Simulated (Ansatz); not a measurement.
# CH3Cl3GeO: a ladder of functionals and wavefunction methods

Aim: compute CH3Cl3GeO with functionals from several rungs and with coupled cluster, and see how far each lands from CCSD(T) at the basis-set limit for the atomisation energy.

Computed with Ansatz 0.2.0, Gaussian basis. Level: functionals in def2-TZVPP, the program's frozen cores in correlated methods.

Levels to be run: LDA (SPW92), PBE-D4, revPBE-D4, BLYP-D4, r2SCAN-D4, B97M-V, PBE0-D4, B3LYP-D4, r2SCANh-D4, r2SCAN0-D4, HSE06-D4, BHLYP-D4, CAM-B3LYP-D4, LC-ωPBE, ωB97X-V, ωB97M-V, B2PLYP, PBE-QIDH; CCSD(T)/def2-SVP; CCSD(T)/def2-TZVPP; MP2/def2-QZVPP; extrapolation to the limit; RPA on PBE.

## Step 1: Structure used throughout

The geometry comes from an earlier relaxation with PBE0-D4 in a triple-zeta def2 set; it is a stationary point, not always the lowest conformer.

9 atoms, charge 0, spin multiplicity 1.

Atoms are counted from 1 here; the program's logs count them from 0.

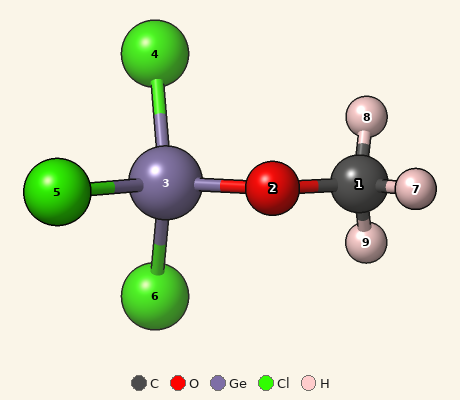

The geometry (carbon dark grey, oxygen red, germanium purple, chlorine green, hydrogen pink); atoms are numbered from 1 in the order of the file.

As a file:

| atom | x (Å) | y (Å) | z (Å) |
| --- | --- | --- | --- |
| C1 | 0.29112 | -1.12179 | 0.88634 |
| O2 | 0.87559 | -0.24728 | -0.06734 |
| Ge3 | -0.09750 | 0.98028 | -0.83108 |
| Cl4 | -1.71482 | 0.09896 | -1.89384 |
| Cl5 | 1.17293 | 2.02260 | -2.15208 |
| Cl6 | -0.90710 | 2.30394 | 0.62301 |
| H7 | 1.08197 | -1.79052 | 1.22701 |
| H8 | -0.51132 | -1.71991 | 0.44377 |
| H9 | -0.10227 | -0.57249 | 1.74720 |

## Step 2: LDA

This LDA is Slater exchange with PW92 correlation.

Contents of in.yaml:

```yaml
crystal:
  periodic: [false, false, false]
  atoms:
    - {symbol: C, position_ang: [0.291123, -1.121790, 0.886338]}
    - {symbol: O, position_ang: [0.875588, -0.247282, -0.067337]}
    - {symbol: Ge, position_ang: [-0.097501, 0.980285, -0.831083]}
    - {symbol: Cl, position_ang: [-1.714817, 0.098957, -1.893841]}
    - {symbol: Cl, position_ang: [1.172929, 2.022599, -2.152077]}
    - {symbol: Cl, position_ang: [-0.907099, 2.303943, 0.623014]}
    - {symbol: H, position_ang: [1.081971, -1.790516, 1.227013]}
    - {symbol: H, position_ang: [-0.511324, -1.719911, 0.443775]}
    - {symbol: H, position_ang: [-0.102269, -0.572485, 1.747199]}
basis:
  gaussian: {orbitals: def2-TZVPP}
hamiltonian: {xc: lda}
output: {orbitals: {seedname: orbitals}}
```

Command:

```sh
$ ansatz run in.yaml --threads 4 --pin off --events-out ev --progress --plain --max-ram 11315MiB
```

The program printed:

```text
Functional definition: SPW92
  name "SPW92"
  cite "Dirac, Proc. Camb. Phil. Soc. 26, 376 (1930) doi:10.1017/S0305004100016108"
  cite "Slater, Phys. Rev. 81, 385 (1951) doi:10.1103/PhysRev.81.385"
  cite "Perdew & Wang, Phys. Rev. B 45, 13244 (1992) doi:10.1103/PhysRevB.45.13244"
  exchange = slater_x
  correlation = pw_c
1748 factors; their error is unknown
mean field evaluation 1: about -96984.7587 eV, gradient 7.2e1 eV
mean field evaluation 2: about -96908.0298 eV, gradient 2.0e2 eV
mean field evaluation 4: about -96993.4753 eV, gradient 1.8e1 eV
mean field evaluation 8: about -96993.9797 eV, gradient 2.0e-1 eV
mean field evaluation 16: about -96993.9381 eV, gradient 4.8e-4 eV
mean field -96993.93812711 eV, -3564.4614813186 hartree, gradient 3.9e-5 eV, S^2 0.000000; 0 other end points of the search recorded, 0 dependent functions left out
reference -96993.93816810 eV, -3564.4614828250 hartree; 50, 50 occupied and 228, 228 virtual orbitals, 1748 factors
Total energy: -96993.93816810 eV, -3564.4614828250 hartree
```

Wall time 2 s (4 threads of Arm Neoverse V2, shared host); peak memory 0.48 GiB.

Atomisation energy: 854.9 kcal/mol (free atoms -96956.865 eV, run apart). HOMO -7.45 eV, LUMO -2.92 eV.

## Step 3: PBE-D4 (GGA)

Edit in.yaml of step 2 so:

```diff
@@ -14,3 +14,3 @@
   gaussian: {orbitals: def2-TZVPP}
-hamiltonian: {xc: lda}
-output: {orbitals: {seedname: orbitals}}
+hamiltonian: {xc: pbe, dispersion: d4}
+output: {forces: true, orbitals: {seedname: orbitals}}
```

Same command.

The program printed, shortened:

```text
Functional definition: PBE
  name "PBE"
  cite "Perdew, Burke & Ernzerhof, Phys. Rev. Lett. 77, 3865 (1996) doi:10.1103/PhysRevLett.77.3865"
  parent pbe
[...]
1748 factors; their error is unknown
[...]
mean field -97198.17381809 eV, -3571.9670045264 hartree, gradient 2.8e-5 eV, S^2 0.000000; 0 other end points of the search recorded, 0 dependent functions left out
[...]
reference -97198.17386212 eV, -3571.9670061446 hartree; 50, 50 occupied and 228, 228 virtual orbitals, 1748 factors
Total energy: -97198.48983583 eV, -3571.9786179641 hartree
Atom 0 at     0.291123    -1.121790     0.886338 Å, force    -0.134364    -0.122679     0.150236 eV/Å
Atom 1 at     0.875588    -0.247282    -0.067337 Å, force     0.656349    -0.189186    -0.044249 eV/Å
Atom 2 at    -0.097501     0.980285    -0.831083 Å, force    -0.179928     0.213574    -0.129615 eV/Å
Atom 3 at    -1.714817     0.098957    -1.893841 Å, force    -0.340980    -0.186414    -0.226006 eV/Å
Atom 4 at     1.172929     2.022599    -2.152077 Å, force     0.267316     0.196845    -0.258199 eV/Å
Atom 5 at    -0.907099     2.303943     0.623014 Å, force    -0.170095     0.280911     0.307068 eV/Å
Atom 6 at     1.081971    -1.790516     1.227013 Å, force     0.170721    -0.145989     0.074569 eV/Å
Atom 7 at    -0.511324    -1.719911     0.443775 Å, force    -0.177598    -0.143729    -0.073606 eV/Å
Atom 8 at    -0.102269    -0.572485     1.747199 Å, force    -0.091421     0.096668     0.199801 eV/Å
Dipole moment:    -0.030780    -0.247109     0.226395 e Å
```

Wall time 3.9 s (4 threads of Arm Neoverse V2, shared host); peak memory 0.49 GiB.

With the free atoms at this level, -97165.916 eV in sum, the atomisation energy is 751.2 kcal/mol. HOMO -7.30 eV, LUMO -2.61 eV.

## Step 4: revPBE-D4 (GGA)

Edit in.yaml of step 3 so:

```diff
@@ -14,3 +14,3 @@
   gaussian: {orbitals: def2-TZVPP}
-hamiltonian: {xc: pbe, dispersion: d4}
-output: {forces: true, orbitals: {seedname: orbitals}}
+hamiltonian: {xc: {name: revPBE}, dispersion: d4}
+output: {orbitals: {seedname: orbitals}}
```

The command is unchanged.

The program printed:

```text
Functional definition: revPBE
  name "revPBE"
  cite "Zhang & Yang, Phys. Rev. Lett. 80, 890 (1998) doi:10.1103/PhysRevLett.80.890"
  cite "Perdew, Burke & Ernzerhof, Phys. Rev. Lett. 77, 3865 (1996) doi:10.1103/PhysRevLett.77.3865"
  parameter kappa = 1.245
  parameter beta = 0.06672455060314922
  exchange = pbe_x(kappa = kappa, mu = beta*pi^2/3)
  correlation = pbe_c(beta = beta)
1748 factors; their error is unknown
mean field evaluation 1: about -97204.8574 eV, gradient 6.8e1 eV
mean field evaluation 2: about -97141.6518 eV, gradient 1.8e2 eV
mean field evaluation 4: about -97212.8705 eV, gradient 1.6e1 eV
mean field evaluation 8: about -97213.2967 eV, gradient 1.4e-1 eV
mean field evaluation 16: about -97213.2570 eV, gradient 3.9e-4 eV
mean field -97213.25703567 eV, -3572.5213025486 hartree, gradient 3.4e-5 eV, S^2 0.000000; 0 other end points of the search recorded, 0 dependent functions left out
reference -97213.25709064 eV, -3572.5213045686 hartree; 50, 50 occupied and 228, 228 virtual orbitals, 1748 factors
Total energy: -97214.05966857 eV, -3572.5507987637 hartree
```

Run time: 3.3 s. Hardware: 4 threads of Arm Neoverse V2, shared host; peak memory 0.48 GiB.

Atomisation energy: 729.1 kcal/mol (free atoms -97182.444 eV, run apart). HOMO -7.24 eV, LUMO -2.49 eV.

## Step 5: BLYP-D4 (GGA)

Edit in.yaml of step 4 so:

```diff
@@ -14,3 +14,3 @@
   gaussian: {orbitals: def2-TZVPP}
-hamiltonian: {xc: {name: revPBE}, dispersion: d4}
+hamiltonian: {xc: {name: BLYP}, dispersion: d4}
 output: {orbitals: {seedname: orbitals}}
```

The command is unchanged.

The program printed:

```text
Functional definition: BLYP
  name "BLYP"
  cite "Becke, Phys. Rev. A 38, 3098 (1988) doi:10.1103/PhysRevA.38.3098"
  cite "Lee, Yang & Parr, Phys. Rev. B 37, 785 (1988) doi:10.1103/PhysRevB.37.785"
  parameter beta = 0.0042
  parameter a = 0.04918
  parameter b = 0.132
  parameter c = 0.2533
  parameter d = 0.349
  exchange = b88_x(beta = beta)
  correlation = lyp_c(a = a, b = b, c = c, d = d)
1748 factors; their error is unknown
mean field evaluation 1: about -97216.0427 eV, gradient 7.4e1 eV
mean field evaluation 2: about -97134.3180 eV, gradient 2.0e2 eV
mean field evaluation 4: about -97225.3694 eV, gradient 2.0e1 eV
mean field evaluation 8: about -97225.9817 eV, gradient 1.9e-1 eV
mean field evaluation 16: about -97225.9400 eV, gradient 4.4e-4 eV
mean field -97225.94002826 eV, -3572.9873939294 hartree, gradient 3.6e-5 eV, S^2 0.000000; 0 other end points of the search recorded, 0 dependent functions left out
reference -97225.94045421 eV, -3572.9874095827 hartree; 50, 50 occupied and 228, 228 virtual orbitals, 1748 factors
Total energy: -97226.61079933 eV, -3573.0120443116 hartree
```

Run time: 3.3 s. Hardware: 4 threads of Arm Neoverse V2, shared host; peak memory 0.48 GiB.

With the free atoms at this level, -97195.183 eV in sum, the atomisation energy is 724.7 kcal/mol. HOMO -7.19 eV, LUMO -2.54 eV.

## Step 6: r2SCAN-D4 (meta-GGA)

Edit in.yaml of step 5 so:

```diff
@@ -14,3 +14,3 @@
   gaussian: {orbitals: def2-TZVPP}
-hamiltonian: {xc: {name: BLYP}, dispersion: d4}
-output: {orbitals: {seedname: orbitals}}
+hamiltonian: {xc: r2scan, dispersion: d4}
+output: {forces: true, orbitals: {seedname: orbitals}}
```

The command is unchanged.

The program printed, shortened:

```text
Functional definition: r2SCAN
  name "r2SCAN"
  cite "Furness, Kaplan, Ning, Perdew & Sun, J. Phys. Chem. Lett. 11, 8208 (2020) doi:10.1021/acs.jpclett.0c02405"
  cite "Furness, Kaplan, Ning, Perdew & Sun, J. Phys. Chem. Lett. 11, 9248 (2020) doi:10.1021/acs.jpclett.0c03077"
  parent r2scan
[...]
1748 factors; their error is unknown
[...]
mean field -97221.48958645 eV, -3572.8238432095 hartree, gradient 1.7e-5 eV, S^2 0.000000; 0 other end points of the search recorded, 0 dependent functions left out
[...]
reference -97221.48959764 eV, -3572.8238436208 hartree; 50, 50 occupied and 228, 228 virtual orbitals, 1748 factors
Total energy: -97221.56646321 eV, -3572.8266683784 hartree
Atom 0 at     0.291123    -1.121790     0.886338 Å, force    -0.157290    -0.193683     0.219933 eV/Å
Atom 1 at     0.875588    -0.247282    -0.067337 Å, force     0.238511     0.120145    -0.181411 eV/Å
Atom 2 at    -0.097501     0.980285    -0.831083 Å, force    -0.033327     0.023839    -0.010175 eV/Å
Atom 3 at    -1.714817     0.098957    -1.893841 Å, force    -0.064198    -0.040809    -0.043339 eV/Å
Atom 4 at     1.172929     2.022599    -2.152077 Å, force     0.045805     0.017599    -0.030054 eV/Å
Atom 5 at    -0.907099     2.303943     0.623014 Å, force    -0.030213     0.052820     0.062960 eV/Å
Atom 6 at     1.081971    -1.790516     1.227013 Å, force    -0.009291     0.017154    -0.012605 eV/Å
Atom 7 at    -0.511324    -1.719911     0.443775 Å, force     0.005864     0.004392     0.000484 eV/Å
Atom 8 at    -0.102269    -0.572485     1.747199 Å, force     0.004139    -0.001457    -0.005793 eV/Å
Dipole moment:    -0.034902    -0.256106     0.235577 e Å
```

It took 8 s on 4 threads of Arm Neoverse V2, shared host; peak memory 0.51 GiB.

With the free atoms at this level, -97189.424 eV in sum, the atomisation energy is 741.2 kcal/mol. HOMO -7.68 eV, LUMO -2.37 eV.

## Step 7: B97M-V (meta-GGA)

Edit in.yaml of step 6 so:

```diff
@@ -14,3 +14,3 @@
   gaussian: {orbitals: def2-TZVPP}
-hamiltonian: {xc: r2scan, dispersion: d4}
-output: {forces: true, orbitals: {seedname: orbitals}}
+hamiltonian: {xc: {name: B97M-V}}
+output: {orbitals: {seedname: orbitals}}
```

Same command.

The program printed, shortened:

```text
Functional definition: B97M-V
  name "B97M-V"
  cite "Mardirossian & Head-Gordon, J. Chem. Phys. 142, 074111 (2015) doi:10.1063/1.4907719"
  cite "Becke, J. Chem. Phys. 107, 8554 (1997) doi:10.1063/1.475007"
  cite "Vydrov & Van Voorhis, J. Chem. Phys. 133, 244103 (2010) doi:10.1063/1.3521275"
  # Of w^i u^j: cxij and so on, Table III.
[...]
  gx(w, u) = cx00 + cx01*u + cx02*u^2 + (cx10 + cx11*u)*w
  gss(w, u) = css00 + css02*u^2 + css10*w + (css32*w^3 + css42*w^4)*u^2
  gos(w, u) = cos00 + cos01*u + cos03*u^3 + cos10*w + cos32*w^3*u^2
[...]
      + integral(e_c_pw_mod_opposite_spin*gos(b97_w_opposite, b97_u_opposite)) + vv10(b, c)
1748 factors; their error is unknown
[...]
mean field -97204.94758731 eV, -3572.2159359536 hartree, gradient 3.3e-5 eV, S^2 0.000000; 0 other end points of the search recorded, 0 dependent functions left out
reference -97204.94764525 eV, -3572.2159380831 hartree; 50, 50 occupied and 228, 228 virtual orbitals, 1748 factors
Total energy: -97204.94764525 eV, -3572.2159380831 hartree
```

Run time: 15 s. Hardware: 4 threads of Arm Neoverse V2, shared host; peak memory 0.59 GiB.

With the free atoms at this level, -97172.669 eV in sum, the atomisation energy is 744.4 kcal/mol. HOMO -7.78 eV, LUMO -2.25 eV.

## Step 8: PBE0-D4 (hybrid)

Edit in.yaml of step 7 so:

```diff
@@ -14,3 +14,3 @@
   gaussian: {orbitals: def2-TZVPP}
-hamiltonian: {xc: {name: B97M-V}}
+hamiltonian: {xc: pbe0, dispersion: d4}
 output: {orbitals: {seedname: orbitals}}
```

Launched as before.

The program printed:

```text
Functional definition: PBE0
  name "PBE0"
  cite "Adamo & Barone, J. Chem. Phys. 110, 6158 (1999) doi:10.1063/1.478522"
  cite "Perdew, Burke & Ernzerhof, Phys. Rev. Lett. 77, 3865 (1996) doi:10.1103/PhysRevLett.77.3865"
  parent pbe
  parameter a = 0.25
  parameter kappa = 0.804
  parameter beta = 0.06672455060314922
  exchange = (1 - a)*pbe_x(kappa = kappa, mu = beta*pi^2/3) + a*exact_x
  correlation = pbe_c(beta = beta)
1884 factors; their error is unknown
mean field evaluation 1: about -97196.8859 eV, gradient 5.5e1 eV
mean field evaluation 2: about -97185.3063 eV, gradient 9.8e1 eV
mean field evaluation 4: about -97202.4146 eV, gradient 4.8e0 eV
mean field evaluation 8: about -97202.4541 eV, gradient 1.4e-1 eV
mean field evaluation 16: about -97202.8154 eV, gradient 2.9e-4 eV
mean field -97202.81544091 eV, -3572.1375810189 hartree, gradient 3.5e-5 eV, S^2 0.000000; 0 other end points of the search recorded, 0 dependent functions left out
reference -97202.81547347 eV, -3572.1375822151 hartree; 50, 50 occupied and 228, 228 virtual orbitals, 1884 factors
Total energy: -97203.08868219 eV, -3572.1476224507 hartree
```

Wall time 7 s (4 threads of Arm Neoverse V2, shared host); peak memory 1.3 GiB.

With the free atoms at this level, -97171.167 eV in sum, the atomisation energy is 736.1 kcal/mol. HOMO -8.92 eV, LUMO -1.60 eV.

## Step 9: B3LYP-D4 (hybrid)

B3LYP here takes the VWN-RPA correlation.

Edit in.yaml of step 8 so:

```diff
@@ -14,3 +14,3 @@
   gaussian: {orbitals: def2-TZVPP}
-hamiltonian: {xc: pbe0, dispersion: d4}
-output: {orbitals: {seedname: orbitals}}
+hamiltonian: {xc: {name: B3LYP}, dispersion: d4}
+output: {forces: true, orbitals: {seedname: orbitals}}
```

The command is unchanged.

The program printed, shortened:

```text
Functional definition: B3LYP
  name "B3LYP"
  cite "Stephens, Devlin, Chabalowski & Frisch, J. Phys. Chem. 98, 11623 (1994) doi:10.1021/j100096a001"
  cite "Becke, Phys. Rev. A 38, 3098 (1988) doi:10.1103/PhysRevA.38.3098"
  cite "Lee, Yang & Parr, Phys. Rev. B 37, 785 (1988) doi:10.1103/PhysRevB.37.785"
  cite "Vosko, Wilk & Nusair, Can. J. Phys. 58, 1200 (1980) doi:10.1139/p80-159"
[...]
1836 factors; their error is unknown
[...]
mean field -97228.05036095 eV, -3573.0649472253 hartree, gradient 5.4e-5 eV, S^2 0.000000; 0 other end points of the search recorded, 0 dependent functions left out
[...]
reference -97228.05067540 eV, -3573.0649587811 hartree; 50, 50 occupied and 228, 228 virtual orbitals, 1836 factors
Total energy: -97228.56503347 eV, -3573.0838610917 hartree
Atom 0 at     0.291123    -1.121790     0.886338 Å, force    -0.098523    -0.283252     0.279790 eV/Å
Atom 1 at     0.875588    -0.247282    -0.067337 Å, force     0.243614    -0.022763    -0.057955 eV/Å
Atom 2 at    -0.097501     0.980285    -0.831083 Å, force     0.013733     0.050141    -0.048392 eV/Å
Atom 3 at    -1.714817     0.098957    -1.893841 Å, force    -0.265383    -0.154591    -0.176316 eV/Å
Atom 4 at     1.172929     2.022599    -2.152077 Å, force     0.218965     0.170877    -0.219935 eV/Å
Atom 5 at    -0.907099     2.303943     0.623014 Å, force    -0.129477     0.217503     0.247813 eV/Å
Atom 6 at     1.081971    -1.790516     1.227013 Å, force    -0.051388     0.030025    -0.010769 eV/Å
Atom 7 at    -0.511324    -1.719911     0.443775 Å, force     0.046515     0.031152     0.032601 eV/Å
Atom 8 at    -0.102269    -0.572485     1.747199 Å, force     0.021945    -0.039090    -0.046838 eV/Å
Dipole moment:    -0.046060    -0.248711     0.232673 e Å
```

Wall time 10 s (4 threads of Arm Neoverse V2, shared host); peak memory 1.2 GiB.

With the free atoms at this level, -97197.123 eV in sum, the atomisation energy is 725.1 kcal/mol. HOMO -8.66 eV, LUMO -1.92 eV.

## Step 10: r2SCANh-D4 (hybrid)

Edit in.yaml of step 9 so:

```diff
@@ -14,3 +14,3 @@
   gaussian: {orbitals: def2-TZVPP}
-hamiltonian: {xc: {name: B3LYP}, dispersion: d4}
-output: {forces: true, orbitals: {seedname: orbitals}}
+hamiltonian: {xc: {name: r2SCANh}, dispersion: d4}
+output: {orbitals: {seedname: orbitals}}
```

The command is unchanged.

The program printed, shortened:

```text
Functional definition: r2SCANh
  name "r2SCANh"
  cite "Bursch, Neugebauer, Ehlert & Grimme, J. Chem. Phys. 156, 134105 (2022) doi:10.1063/5.0086040"
  cite "Furness, Kaplan, Ning, Perdew & Sun, J. Phys. Chem. Lett. 11, 8208 (2020) doi:10.1021/acs.jpclett.0c02405"
  cite "Furness, Kaplan, Ning, Perdew & Sun, J. Phys. Chem. Lett. 11, 9248 (2020) doi:10.1021/acs.jpclett.0c03077"
  parent r2scan
[...]
1767 factors; their error is unknown
[...]
mean field -97220.98553192 eV, -3572.8053195474 hartree, gradient 1.3e-5 eV, S^2 0.000000; 0 other end points of the search recorded, 0 dependent functions left out
reference -97220.98554220 eV, -3572.8053199251 hartree; 50, 50 occupied and 228, 228 virtual orbitals, 1767 factors
Total energy: -97221.06931232 eV, -3572.8083984201 hartree
```

It took 11 s on 4 threads of Arm Neoverse V2, shared host; peak memory 1.2 GiB.

Atomisation energy: 734.8 kcal/mol (free atoms -97189.206 eV, run apart). HOMO -8.28 eV, LUMO -2.00 eV.

## Step 11: r2SCAN0-D4 (hybrid)

Edit in.yaml of step 10 so:

```diff
@@ -14,3 +14,3 @@
   gaussian: {orbitals: def2-TZVPP}
-hamiltonian: {xc: {name: r2SCANh}, dispersion: d4}
+hamiltonian: {xc: {name: r2SCAN0}, dispersion: d4}
 output: {orbitals: {seedname: orbitals}}
```

Launched as before.

The program printed, shortened:

```text
Functional definition: r2SCAN0
  name "r2SCAN0"
  cite "Bursch, Neugebauer, Ehlert & Grimme, J. Chem. Phys. 156, 134105 (2022) doi:10.1063/5.0086040"
  cite "Furness, Kaplan, Ning, Perdew & Sun, J. Phys. Chem. Lett. 11, 8208 (2020) doi:10.1021/acs.jpclett.0c02405"
  cite "Furness, Kaplan, Ning, Perdew & Sun, J. Phys. Chem. Lett. 11, 9248 (2020) doi:10.1021/acs.jpclett.0c03077"
  parent r2scan
[...]
1884 factors; their error is unknown
[...]
mean field -97220.28212950 eV, -3572.7794699850 hartree, gradient 1.6e-5 eV, S^2 0.000000; 0 other end points of the search recorded, 0 dependent functions left out
reference -97220.28213841 eV, -3572.7794703126 hartree; 50, 50 occupied and 228, 228 virtual orbitals, 1884 factors
Total energy: -97220.37553942 eV, -3572.7829027363 hartree
```

It took 11 s on 4 threads of Arm Neoverse V2, shared host; peak memory 1.3 GiB.

With the free atoms at this level, -97188.908 eV in sum, the atomisation energy is 725.7 kcal/mol. HOMO -9.18 eV, LUMO -1.46 eV.

## Step 12: HSE06-D4 (hybrid)

HSE06 is the plane-wave form, built on full-range PBE exchange.

Edit in.yaml of step 11 so:

```diff
@@ -14,3 +14,3 @@
   gaussian: {orbitals: def2-TZVPP}
-hamiltonian: {xc: {name: r2SCAN0}, dispersion: d4}
+hamiltonian: {xc: hse06, dispersion: d4}
 output: {orbitals: {seedname: orbitals}}
```

The command is unchanged.

The program printed, shortened:

```text
Functional definition: HSE06
  name "HSE06"
  cite "Heyd, Scuseria & Ernzerhof, J. Chem. Phys. 118, 8207 (2003) doi:10.1063/1.1564060"
  cite "Krukau, Vydrov, Izmaylov & Scuseria, J. Chem. Phys. 125, 224106 (2006) doi:10.1063/1.2404663"
  cite "Heyd & Scuseria, J. Chem. Phys. 120, 7274 (2004) doi:10.1063/1.1668634"
  cite "Ernzerhof & Perdew, J. Chem. Phys. 109, 3313 (1998) doi:10.1063/1.476928"
  cite "Perdew, Burke & Ernzerhof, Phys. Rev. Lett. 77, 3865 (1996) doi:10.1103/PhysRevLett.77.3865"
  parent pbe
[...]
  # The whole range is PBE's own exchange, as in plane waves. The composition of these papers is wPBEh.
[...]
1884 factors; their error is unknown
106 factors; integrals over basis functions are off by at most 2.9e-7 eV
[...]
mean field -97202.06282523 eV, -3572.1099229026 hartree, gradient 4.6e-5 eV, S^2 0.000000; 0 other end points of the search recorded, 0 dependent functions left out
reference -97202.06286862 eV, -3572.1099244971 hartree; 50, 50 occupied and 228, 228 virtual orbitals, 1884 factors
Total energy: -97202.32130328 eV, -3572.1194217957 hartree
```

Run time: 7.5 s. Hardware: 4 threads of Arm Neoverse V2, shared host; peak memory 1.3 GiB.

Atomisation energy: 736.7 kcal/mol (free atoms -97170.374 eV, run apart). HOMO -8.51 eV, LUMO -1.97 eV.

## Step 13: BHLYP-D4 (hybrid)

Edit in.yaml of step 12 so:

```diff
@@ -14,3 +14,3 @@
   gaussian: {orbitals: def2-TZVPP}
-hamiltonian: {xc: hse06, dispersion: d4}
+hamiltonian: {xc: {name: BHLYP}, dispersion: d4}
 output: {orbitals: {seedname: orbitals}}
```

The command is unchanged.

The program printed:

```text
Functional definition: BHLYP
  name "BHLYP"
  cite "Becke, J. Chem. Phys. 98, 1372 (1993) doi:10.1063/1.464304"
  cite "Becke, Phys. Rev. A 38, 3098 (1988) doi:10.1103/PhysRevA.38.3098"
  cite "Lee, Yang & Parr, Phys. Rev. B 37, 785 (1988) doi:10.1103/PhysRevB.37.785"
  parameter a = 0.5
  exchange = (1 - a)*b88_x + a*exact_x
  correlation = lyp_c
2067 factors; their error is unknown
mean field evaluation 1: about -97218.3445 eV, gradient 4.9e1 eV
mean field evaluation 2: about -97216.0584 eV, gradient 6.3e1 eV
mean field evaluation 4: about -97222.7151 eV, gradient 2.5e0 eV
mean field evaluation 8: about -97222.7274 eV, gradient 4.1e-2 eV
mean field evaluation 16: about -97223.4970 eV, gradient 8.0e-5 eV
mean field -97223.49695843 eV, -3572.8976127690 hartree, gradient 8.0e-5 eV, S^2 0.000000; 0 other end points of the search recorded, 0 dependent functions left out
reference -97223.49717116 eV, -3572.8976205867 hartree; 50, 50 occupied and 228, 228 virtual orbitals, 2067 factors
Total energy: -97223.93437160 eV, -3572.9136874065 hartree
```

Run time: 7.5 s. Hardware: 4 threads of Arm Neoverse V2, shared host; peak memory 1.3 GiB.

With the free atoms at this level, -97193.436 eV in sum, the atomisation energy is 703.3 kcal/mol. HOMO -10.47 eV, LUMO -0.51 eV.

(Part 1 of 2 ends here.)
